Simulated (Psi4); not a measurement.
**WCl6 (SMILES Cl[W](Cl)(Cl)(Cl)(Cl)Cl) at PBE0/def2-SVP (core potential)**

What is the vertical ionisation energy of WCl6 at PBE0/def2-SVP (core potential)? 

Program for the calculation: Psi4 1.11.

3 further runs of the same task are left out: 3 that didn't finish.

### Step 1. Starting point

WCl6 has 7 atoms, charge 0, and is taken as a singlet. As SMILES, `Cl[W](Cl)(Cl)(Cl)(Cl)Cl`. Geometry: relaxed at PBE0-D4/def2-TZVP.

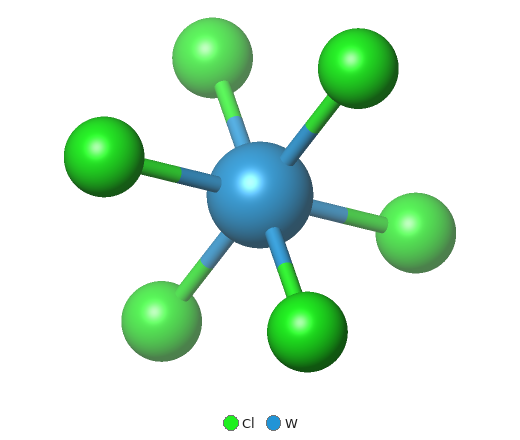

Viewed from a chosen angle; chlorine green, tungsten blue.

### Step 2. The energy at PBE0/def2-SVP (core potential)

Input file job.json:

```json
{
  "schema_name": "qcschema_input",
  "schema_version": 1,
  "molecule": {
    "schema_name": "qcschema_molecule",
    "schema_version": 2,
    "symbols": ["Cl", "W", "Cl", "Cl", "Cl", "Cl", "Cl"],
    "geometry": [-2.48402609, -2.77778402, 2.19019258, 0.0, 0.0, 0.0, 2.1030951, 0.99210622, 3.64363763, -2.10315179, -0.99210622, -3.64359984, 2.48406389, 2.77774623, -2.19023037, -2.8441701, 3.15965987, 0.78142065, 2.84420789, -3.15962208, -0.78143955],
    "molecular_charge": 0,
    "molecular_multiplicity": 1,
    "fix_symmetry": "c1",
    "fix_com": true,
    "fix_orientation": true
  },
  "driver": "energy",
  "model": {
    "method": "pbe0",
    "basis": "def2-SVP"
  },
  "keywords": {
    "puream": true,
    "e_convergence": 1e-09,
    "d_convergence": 1e-08,
    "scf_type": "pk",
    "dft_radial_points": 99,
    "dft_spherical_points": 590,
    "scf_properties": ["LOWDIN_CHARGES", "MULLIKEN_CHARGES", "WIBERG_LOWDIN_INDICES"]
  }
}
```

Launch:

```sh
psi4 --qcschema job.json -n 1 --memory 2200MB
```

stdout:

```text
[...]
    !!!  WARNING: ECP capability is in beta. Please check occupations closely.  !!!
[...]
  Running in c1 symmetry.
[...]
  Nuclear repulsion =  997.990865284864071
[...]
  Multiplicity = 1
[...]
  Nalpha       = 58
  Nbeta        = 58
[...]
    Number of basis functions: 140
[...]
   @RKS iter   1: -2826.15185603675718    2.66506e-01   7.21643e-03 ADIIS/DIIS
[...]
   @RKS iter  13: -2826.73555587032024   -1.04592e-11   3.20159e-09 DIIS
[...]
    Orbital Energies [Eh]
    ---------------------
    Doubly Occupied:
       1A   -101.717607     2A   -101.717594     3A   -101.717593
       4A   -101.717520     5A   -101.717518     6A   -101.717518
       7A     -9.569472     8A     -9.569471     9A     -9.569469
      10A     -9.569446    11A     -9.569444    12A     -9.569444
      13A     -7.306398    14A     -7.306398    15A     -7.306373
      16A     -7.306373    17A     -7.306372    18A     -7.306352
      19A     -7.302984    20A     -7.302983    21A     -7.302982
      22A     -7.302980    23A     -7.302979    24A     -7.302978
      25A     -7.302977    26A     -7.302976    27A     -7.302975
      28A     -7.302963    29A     -7.302962    30A     -7.302961
      31A     -3.192499    32A     -1.821634    33A     -1.821634
      34A     -1.821634    35A     -0.900674    36A     -0.871562
[...]
  @RKS Final Energy: -2826.73555587032024
   => Energetics <=
    Nuclear Repulsion Energy =            997.9908652848640713
    One-Electron Energy =               -5914.5694732710280732
    Two-Electron Energy =                2222.9824887308200232
    DFT Exchange-Correlation Energy =    -133.1394366149766029
    Empirical Dispersion Energy =           0.0000000000000000
    VV10 Nonlocal Energy =                  0.0000000000000000
    Total Energy =                      -2826.7355558703202405
[...]
 Multipole Moments:
 ------------------------------------------------------------------------------------
     Multipole            Electronic (a.u.)      Nuclear  (a.u.)        Total (a.u.)
 ------------------------------------------------------------------------------------
 L = 1.  Multiply by 2.5417464519 to convert [e a0] to [Debye]
 Dipole X            :         -0.0003391            0.0003213           -0.0000178
 Dipole Y            :         -0.0000125            0.0000000           -0.0000125
 Dipole Z            :          0.0003312           -0.0003213            0.0000099
 Magnitude           :                                                    0.0000239
[...]
  Mulliken Charges: (a.u.)
   Center  Symbol    Alpha    Beta     Spin     Total
       1    CL     8.56631  8.56631  0.00000 -0.13262
       2     W     6.60215  6.60215  0.00000  0.79571
       3    CL     8.56631  8.56631  0.00000 -0.13262
       4    CL     8.56631  8.56631  0.00000 -0.13262
       5    CL     8.56631  8.56631  0.00000 -0.13263
       6    CL     8.56630  8.56630  0.00000 -0.13261
       7    CL     8.56630  8.56630  0.00000 -0.13261
   Total alpha = 58.00000, Total beta = 58.00000, Total charge = -0.00000
  Lowdin Charges: (a.u.)
[...]
```

The result, in JSON:

```text
{
 "driver": "energy",
 "model": {
  "method": "pbe0",
  "basis": "def2-SVP"
 },
 "success": true,
 "return_result": -2826.7355558703202,
 "properties": {
  "calcinfo_nbasis": 140,
  "calcinfo_nmo": 140,
  "calcinfo_nalpha": 58,
  "calcinfo_nbeta": 58,
  "calcinfo_natom": 7,
  "nuclear_repulsion_energy": 997.9908652848641,
  "return_energy": -2826.7355558703202,
  "scf_one_electron_energy": -5914.569473271028,
  "scf_two_electron_energy": 2222.98248873082,
  "scf_xc_energy": -133.1394366149766,
  "scf_dipole_moment": [-1.778236159211133e-05, -1.247907290524708e-05, 9.86204761543874e-06],
  "scf_total_energy": -2826.7355558703202,
  "scf_iterations": 13
 }
}
```

Wall time 38 s (1 thread of Intel Xeon Platinum 8259CL at 2.50GHz (Skylake/Cascade Lake), shared host); peak memory 1.1 GiB.

### Step 3. The doublet cation: energy and gradient at UPBE0/def2-SVP (core potential)

Input file input.json:

```json
{
 "schema_name": "qcschema_input",
 "schema_version": 1,
 "molecule": {
  "schema_name": "qcschema_molecule",
  "schema_version": 2,
  "symbols": ["Cl", "W", "Cl", "Cl", "Cl", "Cl", "Cl"],
  "geometry": [-2.48402609, -2.77778402, 2.19019258, 0.0, 0.0, 0.0, 2.1030951, 0.99210622, 3.64363763, -2.10315179, -0.99210622, -3.64359984, 2.48406389, 2.77774623, -2.19023037, -2.8441701, 3.15965987, 0.78142065, 2.84420789, -3.15962208, -0.78143955],
  "molecular_charge": 1,
  "molecular_multiplicity": 2,
  "fix_symmetry": "c1",
  "fix_com": true,
  "fix_orientation": true
 },
 "driver": "gradient",
 "model": {
  "method": "pbe0",
  "basis": "def2-SVP"
 },
 "keywords": {
  "reference": "uks",
  "puream": true,
  "e_convergence": 1e-09,
  "d_convergence": 1e-08,
  "scf_type": "pk",
  "dft_radial_points": 99,
  "dft_spherical_points": 590,
  "maxiter": 100,
  "scf_properties": ["LOWDIN_CHARGES", "DIPOLE", "QUADRUPOLE"]
 }
}
```

Launch:

```sh
psi4 --qcschema input.json -n 1 --memory 2200MB
```

stdout, shortened:

```text
[...]
    !!!  WARNING: ECP capability is in beta. Please check occupations closely.  !!!
[...]
  Running in c1 symmetry.
[...]
  Nuclear repulsion =  997.990865284864071
[...]
  Multiplicity = 2
[...]
  Nalpha       = 58
  Nbeta        = 57
[...]
    Number of basis functions: 140
[...]
   @UKS iter   1: -2825.73080177800330    6.87561e-01   7.18514e-03 DIIS/ADIIS
[...]
   @UKS iter  48: -2826.32961657574742   -3.79259e-10   9.06000e-09 DIIS
[...]
   @S^2 Observed:                7.700097455E-01
[...]
  @UKS Final Energy: -2826.32961657574742
   => Energetics <=
    Nuclear Repulsion Energy =            997.9908652848640713
    One-Electron Energy =               -5891.9408536017826918
    Two-Electron Energy =                2200.4538756351539632
    DFT Exchange-Correlation Energy =    -132.8335038939831350
    Empirical Dispersion Energy =           0.0000000000000000
    VV10 Nonlocal Energy =                  0.0000000000000000
    Total Energy =                      -2826.3296165757474228
[...]
 Multipole Moments:
[...]
  -Total Gradient:
     Atom            X                  Y                   Z
    ------   -----------------  -----------------  -----------------
       1        0.001160133321     0.001263933367    -0.001058092599
       2        0.000000318550    -0.000000838721    -0.000000125953
       3       -0.000929976857    -0.000471902253    -0.001725600129
       4        0.000929880427     0.000471734677     0.001726636043
       5       -0.001159433918    -0.001262919981     0.001057028614
       6        0.001321601584    -0.001463389756    -0.000409320171
       7       -0.001322521676     0.001463387432     0.000409475294
[...]
```

The result, in JSON:

```text
{
 "driver": "gradient",
 "model": {
  "method": "pbe0",
  "basis": "def2-SVP"
 },
 "success": true,
 "return_result": [0.001160133321458437, 0.0012639333667064934, -0.001058092599473398, 3.1855012259459163e-07, -8.387211450248465e-07, -1.259526813134308e-07, -0.0009299768568987454, -0.0004719022529643471, -0.0017256001290050782, 0.0009298804272138972, 0.00047173467666945107, 0.0017266360433405847, -0.0011594339177150859, -0.0012629199805325453, 0.0010570286140416246, 0.0013216015843931922, -0.0014633897556622366, -0.0004093201705178372, -0.001322521676181812, 0.0014633874319305018, 0.0004094752939548564],
 "properties": {
  "calcinfo_nbasis": 140,
  "calcinfo_nmo": 140,
  "calcinfo_nalpha": 58,
  "calcinfo_nbeta": 57,
  "calcinfo_natom": 7,
  "nuclear_repulsion_energy": 997.9908652848641,
  "return_energy": -2826.3296165757474,
  "return_gradient": [0.001160133321458437, 0.0012639333667064934, -0.001058092599473398, 3.1855012259459163e-07, -8.387211450248465e-07, -1.259526813134308e-07, -0.0009299768568987454, -0.0004719022529643471, -0.0017256001290050782, 0.0009298804272138972, 0.00047173467666945107, 0.0017266360433405847, -0.0011594339177150859, -0.0012629199805325453, 0.0010570286140416246, 0.0013216015843931922, -0.0014633897556622366, -0.0004093201705178372, -0.001322521676181812, 0.0014633874319305018, 0.0004094752939548564],
  "scf_one_electron_energy": -5891.940853601783,
  "scf_two_electron_energy": 2200.453875635154,
  "scf_xc_energy": -132.83350389398313,
  "scf_dipole_moment": [4.3476957580779185e-06, -3.2738541008159316e-06, -7.479328082538039e-06],
  "scf_total_energy": -2826.3296165757474,
  "scf_total_gradient": [0.001160133321458437, 0.0012639333667064934, -0.001058092599473398, 3.1855012259459163e-07, -8.387211450248465e-07, -1.259526813134308e-07, -0.0009299768568987454, -0.0004719022529643471, -0.0017256001290050782, 0.0009298804272138972, 0.00047173467666945107, 0.0017266360433405847, -0.0011594339177150859, -0.0012629199805325453, 0.0010570286140416246, 0.0013216015843931922, -0.0014633897556622366, -0.0004093201705178372, -0.001322521676181812, 0.0014633874319305018, 0.0004094752939548564],
  "scf_iterations": 48
 }
}
```

Run time: 3.1 min. Hardware: 1 thread of Intel Xeon Platinum 8259CL at 2.50GHz (Skylake/Cascade Lake), shared host; peak memory 1.1 GiB.

### Step 4. Summary of results

Level: PBE0/def2-SVP (core potential).

```
                                          quantity           value
                        singlet WCl6: total energy  -2826.73556 Eh
                       singlet WCl6: dipole moment          0.00 D
                         singlet WCl6: HOMO energy        -9.25 eV
                         singlet WCl6: LUMO energy        -5.28 eV
                       singlet WCl6: HOMO–LUMO gap         3.96 eV
                      doublet cation: total energy  -2826.32962 Eh
doublet cation: HOMO energy (highest over α and β)       -14.20 eV
 doublet cation: LUMO energy (lowest over α and β)       -12.84 eV
                              doublet cation: ⟨S²⟩           0.770
          doublet cation: largest force on an atom      0.104 eV/Å
vertical ionisation energy (to the doublet cation)       11.046 eV
```

What this shows: Removing an electron at fixed nuclei costs 11.05 eV (255 kcal/mol). The negative HOMO energy of the first species, 9.25 eV, lies 1.80 eV below that difference.
